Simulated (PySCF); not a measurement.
```yaml
atoms:
  - { symbol: C, position_ang: [-0.7528, 1.6251, -0.2526] }
  - { symbol: C, position_ang: [-0.3367, 0.2828, -0.8279] }
  - { symbol: C, position_ang: [-1.2947, -0.8644, -0.4602] }
  - { symbol: C, position_ang: [-0.2814, -1.3672, 0.5745] }
  - { symbol: C, position_ang: [0.7788, -0.4312, -0.0340] }
  - { symbol: As, position_ang: [1.8552, 0.6323, 1.2601] }
  - { symbol: H, position_ang: [0.0511, 2.3547, -0.3743] }
  - { symbol: H, position_ang: [-1.6420, 1.9988, -0.7572] }
  - { symbol: H, position_ang: [-0.9710, 1.5257, 0.8117] }
  - { symbol: H, position_ang: [-0.1391, 0.3900, -1.8982] }
  - { symbol: H, position_ang: [-1.4457, -1.5687, -1.2769] }
  - { symbol: H, position_ang: [-2.2654, -0.5582, -0.0727] }
  - { symbol: H, position_ang: [-0.5551, -1.0947, 1.5963] }
  - { symbol: H, position_ang: [-0.0551, -2.4325, 0.5489] }
  - { symbol: H, position_ang: [1.4493, -0.9770, -0.7036] }
  - { symbol: H, position_ang: [2.8810, 1.0422, 0.2381] }
  - { symbol: H, position_ang: [2.7165, -0.5456, 1.6179] }
```

Geometry: GFN2-xTB.

Level of theory: PBE0/def2-SVPD, SCF density, gas phase in PySCF.

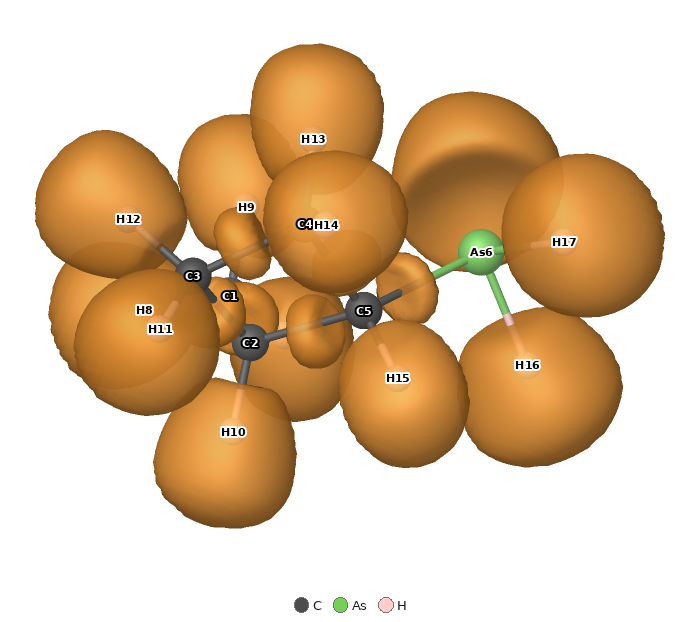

C₅H₁₁As. Isosurface of the electron localisation function at 0.8 (orange), seen from one side. Only the valence region is drawn (cores and ρ < 0.01 e/Å³ removed).

Question: Describe the localisation domains.

Answer: At this value the surface marks out one region between bonded As–C atoms (shared pairs), five regions between bonded C–C atoms (shared pairs), eleven regions around hydrogen nuclei and one lobe on As, pointing away from the bonds (lone pairs).

Values along the shortest contacts:
C–C (1.52 Å): the ELF peaks at about 0.95 between the atoms, as expected for a covalent bond. C–As (1.99 Å): the ELF peaks at about 0.90 between the atoms, as expected for localised, covalent bonding.
